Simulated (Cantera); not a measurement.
Charge: 1 mol CuO, a varied amount of C, 0.04 mol CO, equilibrated at 1423 K and 0.250 bar.

These are equilibrium values from Cantera (NASA tables, ideal gas, pure condensed phases), not measurements of a reactor. Candidate condensed phases: C, Cu, CuO, Cu₂O; 15 gas species. Equilibrium is a limit: real reactors are often held back by kinetics, nucleation or transport.

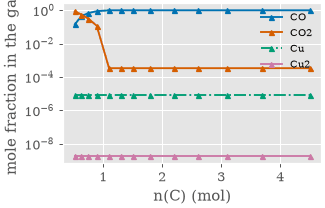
*Equilibrium gas composition (values under 1e-9 drawn at 1e-9)*

From 0.52 mol C to 0.89 mol C the condensed part is Cu(l). From 1.1 mol C to 4.5 mol C the condensed part is C(graphite) + Cu(l). The main Cu-bearing gas is Cu throughout.
